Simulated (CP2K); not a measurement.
**IPEA1-xTB run of C3H5FS (SMILES C=C(F)SC)**

Aim: the energy change on altering one bond length of C3H5FS at IPEA1-xTB, from 2 runs. 

The calculation is run with CP2K 2026.2.

3 further runs of the same task are left out: 3 set aside as unsound or not needed.

### 1 The molecule

C3H5FS: 10 atoms, total charge 0, spin state singlet. As SMILES, `C=C(F)SC`. The shape is that of a GFN2-xTB optimisation. This is one conformer, not always the lowest.

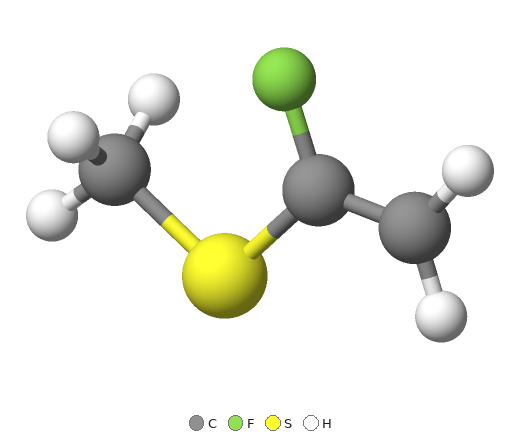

Viewed from a chosen angle; carbon grey, fluorine green, sulfur yellow, hydrogen white.

### 2 Energy and forces at IPEA1-xTB

Input file mol.inp:

```
&GLOBAL
    PROJECT_NAME mol
    RUN_TYPE ENERGY_FORCE
    PRINT_LEVEL MEDIUM
&END GLOBAL
&FORCE_EVAL
    METHOD Quickstep
    &DFT
        CHARGE 0
        MULTIPLICITY 1
        &QS
            METHOD XTB
            EPS_DEFAULT 1.0E-10
            &XTB
                GFN_TYPE TBLITE
                &TBLITE
                    METHOD IPEA1
                &END TBLITE
                CHECK_ATOMIC_CHARGES F
            &END XTB
        &END QS
        &POISSON
            PERIODIC NONE
            POISSON_SOLVER ANALYTIC
        &END POISSON
        &SCF
            SCF_GUESS ATOMIC
            EPS_SCF 1.0E-06
            MAX_SCF 150
            ADDED_MOS 8
            &DIAGONALIZATION
                ALGORITHM STANDARD
            &END DIAGONALIZATION
            &MIXING
                METHOD DIRECT_P_MIXING
                ALPHA 0.4
            &END MIXING
        &END SCF
        &PRINT
            &MOMENTS
                PERIODIC F
                REFERENCE COM
                MAX_MOMENT 1
            &END MOMENTS
            &MO ON
                ENERGIES T
                OCCUPATION_NUMBERS T
                NDIGITS 6
                &EACH
                    QS_SCF 0
                &END EACH
                ADD_LAST NUMERIC
            &END MO
            &HIRSHFELD OFF
            &END HIRSHFELD
        &END PRINT
    &END DFT
    &SUBSYS
        &CELL
            ABC [angstrom] 15.5 11.8 13.8
            PERIODIC NONE
        &END CELL
        &COORD
            C      1.752420    -0.281380     1.243150
            C      0.788640    -0.113270     0.353710
            F      1.061190    -0.073250    -0.963080
            S     -0.921020     0.076470     0.744660
            C     -1.632690     0.247940    -0.920200
            H      1.521980    -0.311850     2.289710
            H      2.775690    -0.390410     0.934390
            H     -1.212530     1.121650    -1.409190
            H     -2.700540     0.374050    -0.776190
            H     -1.433150    -0.649960    -1.496960
        &END COORD
        &TOPOLOGY
            &CENTER_COORDINATES
            &END CENTER_COORDINATES
        &END TOPOLOGY
    &END SUBSYS
    &PRINT
        &FORCES ON
        &END FORCES
    &END PRINT
&END FORCE_EVAL
```

Command:

```console
OMP_NUM_THREADS=1 cp2k.psmp -i mol.inp > mol.out 2>&1
```

The log of the run:

```text
CP2K| version string:                                       CP2K version 2026.2
[...]
 GLOBAL| Method name                                                        CP2K
[...]
 GLOBAL| Run type                                                   ENERGY_FORCE
[...]
                             - Atoms:                                         10
[...]
                             - Spherical basis functions:                     39
[...]
 Number of electrons:                                                         30
[...]
  *** SCF run converged in    15 steps ***
[...]
  Fermi energy:                                                -0.24982924623727
[...]
 TB_DIPOLE| Moment [Debye]         -0.31080245       0.01573964       0.30467203
 TB_DIPOLE| Derivative [a.u.]       0.00000000       0.00000000       0.00000000
[...]
 ENERGY| Total FORCE_EVAL ( QS ) energy [hartree]            -19.175485587865673
 FORCES| Atomic forces [hartree/bohr]
 FORCES|   Atom     x               y               z               |f|
 FORCES|      1 -9.26467433E-03  1.54092008E-03 -8.15827261E-03   1.24404999E-02
 FORCES|      2  2.09179254E-03 -7.85292404E-05 -2.71662045E-03   3.42954654E-03
 FORCES|      3 -7.12196980E-03  3.44330433E-04  9.29938303E-03   1.17183421E-02
 FORCES|      4  6.91861599E-03 -3.36623002E-04 -9.42856544E-03   1.16995046E-02
 FORCES|      5  1.07485728E-03 -9.06706875E-05  1.47449618E-03   1.82693139E-03
 FORCES|      6  1.14001036E-03 -4.41679304E-04  5.68147063E-03   5.81152413E-03
 FORCES|      7  4.89615641E-03 -6.56248776E-04  1.33377934E-03   5.11683275E-03
 FORCES|      8  3.79530981E-04 -5.03326267E-05  5.65978289E-04   6.83307077E-04
 FORCES|      9 -5.04218209E-04 -3.42661791E-05  1.47855123E-03   1.56253766E-03
 FORCES|     10  3.89898785E-04 -1.96900692E-04  4.69799800E-04   6.41484838E-04
 FORCES| Sum     6.67326437E-17 -1.14085174E-16  4.40186082E-16
 FORCES| Total atomic force                                       4.59600326E-16
[...]
```

Run time: 0.28 s. Hardware: 1 thread of Arm Neoverse V1, shared host.

### 3 The distorted shape at the same level

Input file gas.inp:

```
&GLOBAL
   PROJECT_NAME gas
   RUN_TYPE ENERGY_FORCE
   PRINT_LEVEL MEDIUM
&END

&FORCE_EVAL
   METHOD QS
   &DFT
      CHARGE 0
      MULTIPLICITY 1
      &QS
         METHOD XTB
         EPS_DEFAULT 1.0E-10
         &XTB
            GFN_TYPE TBLITE
            &TBLITE
               METHOD IPEA1
            &END
            CHECK_ATOMIC_CHARGES F
         &END
      &END
      &POISSON
         PERIODIC NONE
         POISSON_SOLVER ANALYTIC
      &END
      &SCF
         SCF_GUESS ATOMIC
         EPS_SCF 1.0E-06
         MAX_SCF 150
         ADDED_MOS 8
         &DIAGONALIZATION
            ALGORITHM STANDARD
         &END
         &MIXING
            METHOD DIRECT_P_MIXING
            ALPHA 0.4
         &END
      &END
      &PRINT
         &MOMENTS
            PERIODIC F
            REFERENCE COM
            MAX_MOMENT 1
         &END
         &MO ON
            ENERGIES T
            OCCUPATION_NUMBERS T
            NDIGITS 6
            &EACH
               QS_SCF 0
            &END
            ADD_LAST NUMERIC
         &END
         &HIRSHFELD OFF
         &END
      &END
   &END
   &SUBSYS
      &CELL
         ABC [angstrom] 16.5 11.8 13.8
         PERIODIC NONE
      &END
      &COORD
         C      2.820228    -0.407485     1.099146
         C      1.856448    -0.239375     0.209706
         F      2.128998    -0.199355    -1.107084
         S      0.146788    -0.049635     0.600656
         C     -0.564882     0.121835    -1.064204
         H      2.589788    -0.437955     2.145706
         H      3.843498    -0.516515     0.790386
         H     -0.144722     0.995545    -1.553194
         H     -2.700540     0.374050    -0.776190
         H     -0.365342    -0.776065    -1.640964
      &END
      &TOPOLOGY
         &CENTER_COORDINATES
         &END
      &END
   &END
   &PRINT
      &FORCES ON
      &END
   &END
&END
```

Command:

```console
OMP_NUM_THREADS=1 cp2k.psmp -i gas.inp > gas.out 2>&1
```

The log of the run:

```text
CP2K| version string:                                       CP2K version 2026.2
[...]
 GLOBAL| Method name                                                        CP2K
[...]
 GLOBAL| Run type                                                   ENERGY_FORCE
[...]
                             - Atoms:                                         10
[...]
                             - Spherical basis functions:                     39
[...]
 Number of electrons:                                                         30
[...]
  *** SCF run converged in    15 steps ***
[...]
  Fermi energy:                                                -0.36534799663402
[...]
 TB_DIPOLE| Moment [Debye]          0.13052346      -0.04939967       0.51738994
 TB_DIPOLE| Derivative [a.u.]       0.00000000       0.00000000       0.00000000
[...]
 ENERGY| Total FORCE_EVAL ( QS ) energy [hartree]            -18.962606490195121
 FORCES| Atomic forces [hartree/bohr]
 FORCES|   Atom     x               y               z               |f|
 FORCES|      1 -1.04792601E-02  1.67838263E-03 -7.99104377E-03   1.32849027E-02
 FORCES|      2  5.36022475E-03 -2.68347603E-04 -6.32086665E-03   8.29200669E-03
 FORCES|      3 -6.33981906E-03  2.54551887E-04  9.14222396E-03   1.11282686E-02
 FORCES|      4 -1.09707055E-02  2.17598361E-03 -1.58827663E-02   1.94255901E-02
 FORCES|      5 -2.47837524E-02  2.35047500E-03  1.72274109E-02   3.02744579E-02
 FORCES|      6  1.09806117E-03 -4.36885454E-04  5.69527107E-03   5.81659005E-03
 FORCES|      7  4.68033883E-03 -6.22623127E-04  1.20970432E-03   4.87407588E-03
 FORCES|      8 -1.84219615E-02  1.35987726E-03  4.00437951E-03   1.89011371E-02
 FORCES|      9  7.81012844E-02 -9.20313554E-03 -1.10729102E-02   7.94173637E-02
 FORCES|     10 -1.82444107E-02  2.71172133E-03  3.98859714E-03   1.88711648E-02
 FORCES| Sum     3.88578059E-16  4.98732999E-17  1.35308431E-16
 FORCES| Total atomic force                                       4.14473914E-16
[...]
```

Wall time 0.26 s (1 thread of Arm Neoverse V1, shared host).

### 4 Results

Level: IPEA1-xTB.

```
                                                         quantity         value
                                        first shape: total energy  -19.17549 Eh
           first shape: dipole moment (from atomic charges alone)        0.44 D
                                         first shape: HOMO energy     -10.69 eV
                                         first shape: LUMO energy      -5.90 eV
                                       first shape: HOMO–LUMO gap       4.79 eV
                            first shape: largest force on an atom    0.640 eV/Å
                                    distorted shape: total energy  -18.96261 Eh
       distorted shape: dipole moment (from atomic charges alone)        0.54 D
                                     distorted shape: HOMO energy     -10.77 eV
                                     distorted shape: LUMO energy      -9.12 eV
                                   distorted shape: HOMO–LUMO gap       1.65 eV
                        distorted shape: largest force on an atom    4.084 eV/Å
energy change with the C5–H9 bond stretched from 1.085 to 2.170 Å      5.793 eV
```

**Reading.** One bond (distorted shape) is far stretched, which a spin-restricted single reference describes badly. With the C5–H9 bond stretched from 1.085 to 2.170 Å the energy rises by 5.79 eV (559 kJ/mol). The first shape isn't relaxed at this level, so the change isn't measured from a minimum. A restricted reference can't describe the breaking bond well at this length. The largest force (first shape) is 0.64 eV/Å: the shape isn't a stationary point for this species at this level. The dipole (first shape) comes from point charges on the atoms alone, without atomic dipoles, so it is partial. The dipole (distorted shape) comes from point charges on the atoms alone, without atomic dipoles, so it is partial.
